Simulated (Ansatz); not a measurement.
# Run report: WH5F, molecular dynamics (part 4 of 4)

Continued. System: WH5F. Method: RKS BLYP/def2-SVP (Ansatz 0.2.0). It belongs to a series of runs on one base structure; here: dynamics from the highest image of the converged band.

Geometry of the input (Å):
```
W  -0.0666  -0.2948  0.1195
H  0.8012  -0.1731  1.5730
H  1.2705  0.7242  0.1517
H  -0.1659  1.4780  0.1806
H  -1.6169  0.4177  0.1439
F  -0.1247  -2.2089  0.0528
H  0.8021  -0.0731  -1.3218
```

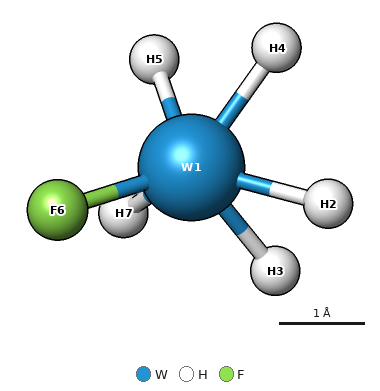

The geometry at step 163 of the log (ball-and-stick view, seen at a tilt; atoms are numbered from 1 in the order of the input).

## Trajectory as extended XYZ, continued
```
7
Properties=species:S:1:pos:R:3:forces:R:3 step=125 time_fs=62.5 energy=-4620.02668 temperature=1694.6
W    -0.0533   -0.2940    0.1167   -0.6826   0.0734  -0.3704
H     0.6637    0.7135    1.3963    0.1626  -0.8790  -0.6114
H     1.4439    0.3249   -0.4566   -0.0848  -0.0897   0.4937
H    -0.9742    0.5685    1.2870   -0.0181  -0.3366  -0.2383
H    -1.5443    0.3777   -0.4704    0.5439  -0.2469   0.1567
F    -0.1781   -2.2243    0.0997    0.3399   2.0398   0.2048
H     0.0742    0.5390   -1.4070   -0.2608  -0.5609   0.3649
7
Properties=species:S:1:pos:R:3:forces:R:3 step=129 time_fs=64.5 energy=-4620.01074 temperature=1670.0
W    -0.0539   -0.2928    0.1186   -0.4753  -0.9788   0.2499
H     0.6796    0.7607    1.3364    0.2028  -0.8126  -0.4526
H     1.4367    0.3415   -0.4320   -0.0354  -0.0625   0.3625
H    -0.9142    0.6335    1.2806   -0.2055  -0.3115  -0.2450
H    -1.5789    0.3006   -0.4512    0.5855  -0.0304  -0.0341
F    -0.1778   -2.2270    0.0840    0.3641   2.1175   0.4219
H     0.1466    0.3161   -1.4322   -0.4363   0.0783  -0.3025
7
Properties=species:S:1:pos:R:3:forces:R:3 step=132 time_fs=66.0 energy=-4619.94261 temperature=1564.9
W    -0.0544   -0.2920    0.1200   -0.2687  -1.8432   0.4639
H     0.6965    0.7756    1.2799    0.2694  -0.6445  -0.1954
H     1.4304    0.3524   -0.4042    0.0319   0.0015   0.2043
H    -0.8740    0.6744    1.2697   -0.3556  -0.2029  -0.2248
H    -1.5902    0.2415   -0.4372    0.4564   0.1764  -0.1995
F    -0.1771   -2.2262    0.0728    0.3749   2.0957   0.5954
H     0.1903    0.1493   -1.4570   -0.5083   0.4169  -0.6439
7
Properties=species:S:1:pos:R:3:forces:R:3 step=136 time_fs=68.0 energy=-4619.80483 temperature=1351.7
W    -0.0551   -0.2913    0.1220    0.0840  -2.8154  -0.0301
H     0.7285    0.7750    1.1995    0.3802  -0.3073   0.2711
H     1.4232    0.3672   -0.3612    0.1138   0.0896  -0.0644
H    -0.8327    0.7228    1.2478   -0.5180  -0.0162  -0.1778
H    -1.5911    0.1694   -0.4258    0.1544   0.4455  -0.3864
F    -0.1756   -2.2215    0.0589    0.3741   1.9628   0.8256
H     0.2313   -0.0587   -1.5105   -0.5885   0.6410  -0.4380
7
Properties=species:S:1:pos:R:3:forces:R:3 step=139 time_fs=69.5 energy=-4619.66839 temperature=1140.7
W    -0.0557   -0.2912    0.1235    0.3435  -3.2956  -0.7849
H     0.7617    0.7660    1.1449    0.4253  -0.0525   0.6100
H     1.4205    0.3803   -0.3299    0.1414   0.1191  -0.2671
H    -0.8144    0.7582    1.2268   -0.5673   0.0734  -0.1453
H    -1.5872    0.1259   -0.4265   -0.0614   0.5996  -0.4639
F    -0.1739   -2.2153    0.0495    0.3571   1.7943   0.9866
H     0.2475   -0.1991   -1.5619   -0.6386   0.7617   0.0646
7
Properties=species:S:1:pos:R:3:forces:R:3 step=142 time_fs=71.0 energy=-4619.52055 temperature=912.4
W    -0.0562   -0.2914    0.1249    0.5385  -3.4294  -1.4873
H     0.8040    0.7558    1.1033    0.3690   0.1016   0.8193
H     1.4207    0.3959   -0.3043    0.1207   0.0989  -0.4246
H    -0.8081    0.7950    1.2027   -0.5330   0.0726  -0.1332
H    -1.5845    0.0952   -0.4370   -0.1701   0.6846  -0.4649
F    -0.1718   -2.2071    0.0413    0.3235   1.5743   1.1293
H     0.2500   -0.3230   -1.6120   -0.6485   0.8973   0.5614
7
Properties=species:S:1:pos:R:3:forces:R:3 step=146 time_fs=73.0 energy=-4619.36512 temperature=672.1
W    -0.0568   -0.2923    0.1265    0.6929  -2.9625  -2.0458
H     0.8717    0.7453    1.0749    0.0924   0.0678   0.8011
H     1.4247    0.4197   -0.2846    0.0132  -0.0010  -0.5205
H    -0.8170    0.8461    1.1659   -0.3851  -0.0611  -0.1483
H    -1.5861    0.0771   -0.4662   -0.0845   0.6776  -0.3444
F    -0.1685   -2.1934    0.0323    0.2548   1.2029   1.2827
H     0.2318   -0.4577   -1.6589   -0.5837   1.0763   0.9753
7
Properties=species:S:1:pos:R:3:forces:R:3 step=149 time_fs=74.5 energy=-4619.30058 temperature=572.2
W    -0.0571   -0.2934    0.1274    0.7456  -2.2350  -2.1949
H     0.9254    0.7391    1.0737   -0.2044  -0.0828   0.6152
H     1.4282    0.4377   -0.2827   -0.1022  -0.1089  -0.5123
H    -0.8337    0.8831    1.1346   -0.2460  -0.2145  -0.1589
H    -1.5895    0.0805   -0.4970    0.1057   0.5990  -0.1936
F    -0.1657   -2.1815    0.0273    0.1906   0.8576   1.3687
H     0.2034   -0.5320   -1.6706   -0.4893   1.1846   1.0759
7
Properties=species:S:1:pos:R:3:forces:R:3 step=153 time_fs=76.5 energy=-4619.27946 temperature=539.5
W    -0.0574   -0.2953    0.1282    0.7359  -1.0552  -2.1203
H     0.9891    0.7274    1.0917   -0.5653  -0.2914   0.3017
H     1.4291    0.4577   -0.2970   -0.2394  -0.2548  -0.4476
H    -0.8638    0.9247    1.0878   -0.0882  -0.4105  -0.1295
H    -1.5897    0.1047   -0.5439    0.3806   0.4453   0.0129
F    -0.1616   -2.1642    0.0231    0.0981   0.2938   1.4456
H     0.1497   -0.5913   -1.6508   -0.3216   1.2727   0.9373
7
Properties=species:S:1:pos:R:3:forces:R:3 step=156 time_fs=78.0 energy=-4619.30719 temperature=582.2
W    -0.0576   -0.2969    0.1286    0.6666  -0.1655  -1.8396
H     1.0235    0.7118    1.1135   -0.7385  -0.3822   0.0988
H     1.4240    0.4666   -0.3191   -0.2925  -0.3401  -0.3983
H    -0.8890    0.9460    1.0493   -0.0148  -0.5138  -0.0569
H    -1.5809    0.1343   -0.5792    0.5203   0.3259   0.1287
F    -0.1583   -2.1507    0.0218    0.0288  -0.2019   1.4713
H     0.1009   -0.6040   -1.6123   -0.1698   1.2776   0.5959
7
Properties=species:S:1:pos:R:3:forces:R:3 step=159 time_fs=79.5 energy=-4619.35958 temperature=663.0
W    -0.0576   -0.2984    0.1287    0.5454   0.6531  -1.3139
H     1.0422    0.6882    1.1375   -0.8029  -0.3967  -0.0464
H     1.4128    0.4682   -0.3498   -0.2853  -0.3885  -0.3661
H    -0.9145    0.9564    1.0097    0.0135  -0.5656   0.0639
H    -1.5611    0.1710   -0.6118    0.5679   0.2235   0.1930
F    -0.1551   -2.1375    0.0222   -0.0372  -0.7360   1.4610
H     0.0486   -0.5893   -1.5614   -0.0013   1.2102   0.0085
7
Properties=species:S:1:pos:R:3:forces:R:3 step=163 time_fs=81.5 energy=-4619.43380 temperature=777.9
W    -0.0576   -0.3004    0.1286    0.3281   1.5234  -0.3667
H     1.0406    0.6437    1.1678   -0.7106  -0.3013  -0.1328
H     1.3887    0.4574   -0.4030   -0.1806  -0.3811  -0.3385
H    -0.9483    0.9514    0.9598   -0.0124  -0.5546   0.2925
H    -1.5160    0.2271   -0.6489    0.4734   0.1334   0.2066
F    -0.1508   -2.1213    0.0253   -0.1168  -1.4377   1.3800
H    -0.0206   -0.5298   -1.4965    0.2188   1.0179  -1.0410
7
Properties=species:S:1:pos:R:3:forces:R:3 step=166 time_fs=83.0 energy=-4619.49927 temperature=879.5
W    -0.0576   -0.3017    0.1285    0.1554   1.9019   0.0283
H     1.0214    0.6026    1.1875   -0.5156  -0.1579  -0.1008
H     1.3659    0.4398   -0.4515   -0.0460  -0.3222  -0.2935
H    -0.9738    0.9337    0.9292   -0.0636  -0.4944   0.4939
H    -1.4702    0.2728   -0.6716    0.2878   0.1070   0.1879
F    -0.1478   -2.1110    0.0295   -0.1681  -1.8962   1.2784
H    -0.0675   -0.4592   -1.4714    0.3501   0.8617  -1.5941
7
Properties=species:S:1:pos:R:3:forces:R:3 step=169 time_fs=84.5 energy=-4619.60057 temperature=1035.8
W    -0.0575   -0.3028    0.1284   -0.0219   2.0314  -0.3875
H     0.9913    0.5582    1.2051   -0.2371   0.0239   0.0251
H     1.3421    0.4153   -0.5061    0.1123  -0.2296  -0.1896
H    -1.0008    0.9054    0.9093   -0.1169  -0.4051   0.6817
H    -1.4184    0.3209   -0.6902    0.0263   0.1079   0.1671
F    -0.1449   -2.1029    0.0352   -0.2102  -2.2514   1.1650
H    -0.1070   -0.3700   -1.4795    0.4474   0.7229  -1.4618
7
Properties=species:S:1:pos:R:3:forces:R:3 step=173 time_fs=86.5 energy=-4619.72679 temperature=1230.2
W    -0.0574   -0.3038    0.1281   -0.2861   2.0610  -1.9589
H     0.9445    0.5005    1.2303    0.1763   0.2572   0.2855
H     1.3147    0.3753   -0.5846    0.3050  -0.0887   0.0542
H    -1.0407    0.8544    0.9059   -0.1321  -0.2902   0.8234
H    -1.3494    0.3886   -0.7095   -0.3426   0.1133   0.1514
F    -0.1415   -2.0960    0.0448   -0.2496  -2.5117   1.0181
H    -0.1443   -0.2275   -1.5351    0.5291   0.4591  -0.3737
7
Properties=species:S:1:pos:R:3:forces:R:3 step=176 time_fs=88.0 energy=-4619.74582 temperature=1260.0
W    -0.0573   -0.3043    0.1276   -0.4711   2.1442  -3.0798
H     0.9128    0.4630    1.2558    0.4064   0.3482   0.4327
H     1.3014    0.3428   -0.6425    0.3905   0.0054   0.2803
H    -1.0738    0.8086    0.9236   -0.0607  -0.2429   0.8007
H    -1.3054    0.4422   -0.7201   -0.5386   0.0832   0.1613
F    -0.1392   -2.0942    0.0533   -0.2657  -2.5210   0.9072
H    -0.1593   -0.1087   -1.5887    0.5392   0.1828   0.4976
7
Properties=species:S:1:pos:R:3:forces:R:3 step=180 time_fs=90.0 energy=-4619.70465 temperature=1196.9
W    -0.0574   -0.3046    0.1265   -0.6136   2.3565  -3.7448
H     0.8842    0.4244    1.3039    0.4608   0.2768   0.3723
H     1.2966    0.2999   -0.7096    0.3975   0.1027   0.5692
H    -1.1192    0.7394    0.9733    0.1504  -0.2307   0.6053
H    -1.2649    0.5160   -0.7286   -0.6120  -0.0386   0.2299
F    -0.1367   -2.0962    0.0663   -0.2708  -2.2819   0.7447
H    -0.1614    0.0548   -1.6418    0.4878  -0.1847   1.2235
7
Properties=species:S:1:pos:R:3:forces:R:3 step=183 time_fs=91.5 energy=-4619.67577 temperature=1152.4
W    -0.0575   -0.3045    0.1251   -0.6355   2.4858  -3.6296
H     0.8740    0.4025    1.3492    0.3243   0.1141   0.1199
H     1.3029    0.2701   -0.7463    0.3451   0.1610   0.7461
H    -1.1500    0.6816    1.0262    0.3517  -0.2254   0.3872
H    -1.2496    0.5706   -0.7293   -0.5425  -0.1820   0.3204
F    -0.1352   -2.1008    0.0771   -0.2651  -1.9436   0.6089
H    -0.1506    0.1736   -1.6527    0.4218  -0.4098   1.4471
7
Properties=species:S:1:pos:R:3:forces:R:3 step=186 time_fs=93.0 energy=-4619.66913 temperature=1142.2
W    -0.0577   -0.3040    0.1233   -0.6185   2.4731  -3.1742
H     0.8707    0.3831    1.3971    0.1264  -0.0584  -0.2106
H     1.3167    0.2437   -0.7669    0.2781   0.2130   0.8782
H    -1.1732    0.6191    1.0874    0.5376  -0.1946   0.1649
H    -1.2460    0.6213   -0.7231   -0.4162  -0.3376   0.4238
F    -0.1339   -2.1076    0.0886   -0.2551  -1.5165   0.4619
H    -0.1308    0.2837   -1.6327    0.3477  -0.5790   1.4560
7
Properties=species:S:1:pos:R:3:forces:R:3 step=190 time_fs=95.0 energy=-4619.70949 temperature=1204.7
W    -0.0580   -0.3030    0.1203   -0.5727   2.1386  -2.2749
H     0.8700    0.3548    1.4528   -0.1003  -0.2019  -0.5869
H     1.3442    0.2159   -0.7648    0.2066   0.2701   0.9868
H    -1.1858    0.5295    1.1739    0.7011  -0.1020  -0.0706
H    -1.2545    0.6770   -0.7002   -0.2422  -0.5100   0.5484
F    -0.1327   -2.1192    0.1046   -0.2431  -0.9006   0.2449
H    -0.0929    0.4108   -1.5584    0.2507  -0.6943   1.1523
7
Properties=species:S:1:pos:R:3:forces:R:3 step=193 time_fs=96.5 energy=-4619.77710 temperature=1309.1
W    -0.0584   -0.3020    0.1177   -0.5200   1.6402  -1.4398
H     0.8674    0.3289    1.4807   -0.1945  -0.2218  -0.7372
H     1.3701    0.2016   -0.7387    0.1755   0.2928   1.0234
H    -1.1780    0.4596    1.2376    0.7404  -0.0046  -0.1772
H    -1.2674    0.7065   -0.6696   -0.1517  -0.5875   0.6130
F    -0.1322   -2.1292    0.1170   -0.2389  -0.4696   0.0624
H    -0.0580    0.4891   -1.4733    0.1892  -0.6494   0.6554
7
Properties=species:S:1:pos:R:3:forces:R:3 step=197 time_fs=98.5 energy=-4619.87882 temperature=1466.1
W    -0.0589   -0.3003    0.1141   -0.4137   0.6631  -0.1386
H     0.8576    0.2873    1.4935   -0.1977  -0.1481  -0.7131
H     1.4105    0.1924   -0.6696    0.1411   0.2776   1.0110
H    -1.1430    0.3665    1.3165    0.6801   0.1323  -0.2286
H    -1.2896    0.7261   -0.6083   -0.1099  -0.6012   0.6231
F    -0.1318   -2.1433    0.1336   -0.2374  -0.0034  -0.2042
H    -0.0053    0.5728   -1.3410    0.1374  -0.3201  -0.3496
7
Properties=species:S:1:pos:R:3:forces:R:3 step=200 time_fs=100.0 energy=-4619.93446 temperature=1552.4
W    -0.0594   -0.2990    0.1113   -0.2995  -0.2218   0.7956
H     0.8454    0.2522    1.4853   -0.1009  -0.0398  -0.5190
H     1.4444    0.1924   -0.5925    0.0859   0.2286   0.9411
H    -1.0996    0.2998    1.3700    0.5569   0.2207  -0.2194
H    -1.3091    0.7258   -0.5467   -0.1292  -0.5304   0.5418
F    -0.1319   -2.1539    0.1459   -0.2331   0.2555  -0.4054
H     0.0378    0.6270   -1.2484    0.1199   0.0872  -1.1347
```

## Results in brief

| quantity | value |
| --- | --- |
| outcome | finished |
| mean temperature over the second half | 1140 K |
| trajectory | 200 steps, 100 fs |
| ensemble | nve |
| temperature in the input | 300.0 K |
| time step | 0.5 fs |
| potential energy (last step) | −4619.9348 eV |
| mean-field energy (last step) | −4619.9348 eV |
| largest force (length of the vector) (last step) | 1.144 eV/Å |
| hardware | 1 thread of Intel Xeon (Sapphire Rapids), 16 GiB of memory available, shared host |
| wall time | 5.2 min |
| peak memory | 0.13 GiB |

So short a trajectory is not equilibrated.
